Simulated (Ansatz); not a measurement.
Input file:

```
crystal:
  periodic: [false, false, false]
  atoms:
    - {symbol: B, position_ang: [-0.215025, 2.142339, 0.777142]}
    - {symbol: C, position_ang: [0.278063, 0.679476, 0.898921]}
    - {symbol: C, position_ang: [0.351512, -0.188743, -0.357820]}
    - {symbol: C, position_ang: [1.187203, -1.448535, -0.153573]}
    - {symbol: Si, position_ang: [-1.392405, -0.607574, -0.932853]}
    - {symbol: H, position_ang: [-0.528491, 2.756845, 1.756212]}
    - {symbol: H, position_ang: [-0.204769, 2.710390, -0.279049]}
    - {symbol: H, position_ang: [-0.193303, 0.143902, 1.732597]}
    - {symbol: H, position_ang: [1.308231, 0.868175, 1.276398]}
    - {symbol: H, position_ang: [0.799892, 0.409538, -1.161442]}
    - {symbol: H, position_ang: [2.210028, -1.195048, 0.144071]}
    - {symbol: H, position_ang: [0.765250, -2.077676, 0.636092]}
    - {symbol: H, position_ang: [1.246661, -2.054344, -1.061644]}
    - {symbol: H, position_ang: [-1.381363, -1.330138, -2.234338]}
    - {symbol: H, position_ang: [-2.194898, 0.640005, -1.078761]}
    - {symbol: H, position_ang: [-2.059387, -1.471314, 0.082249]}
basis:
  gaussian: {orbitals: def2-TZVPP}
hamiltonian: {xc: pbe0, dispersion: d4}
output: {orbitals: {seedname: orbitals}}
```

Command:

```sh
ansatz run in.yaml --threads 4 --pin off --events-out ev --progress --plain --max-ram 10444MiB
```

Geometry: PBE0-D4/def2-TZVP.

Method: Ansatz, RKS PBE0-D4/def2-TZVPP.

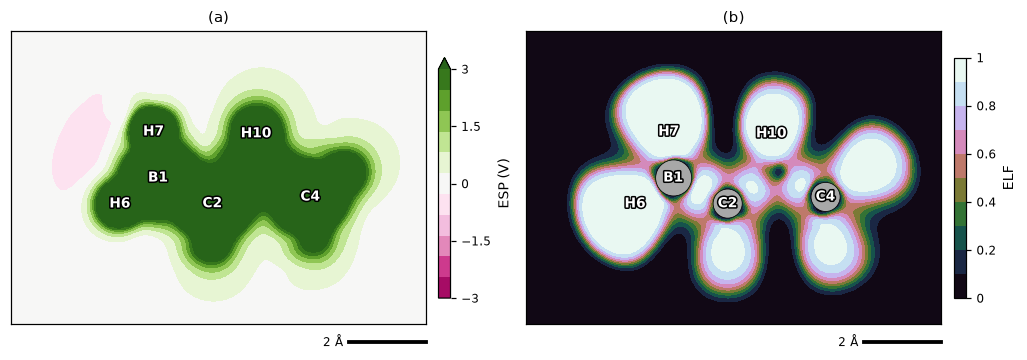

C3H11BSi (SMILES BCC(C)[SiH3]). (a) molecular electrostatic potential; (b) electron localisation function on the plane of atoms C2, B1 and H7. Grey discs cover the atomic cores in the ELF map.

**Interpret the plot.**

Atoms in the plane: B, C and H.
C–B (1.55 Å): the ELF peaks at about 1 between the atoms; a covalent bond.
B–H (1.20 Å): the ELF climbs to about 1 towards the hydrogen, as it does in any bond to H; an ordinary covalent bond to hydrogen.
Outside the dense part of the molecule the potential is most negative (−0.4 V) near H7.
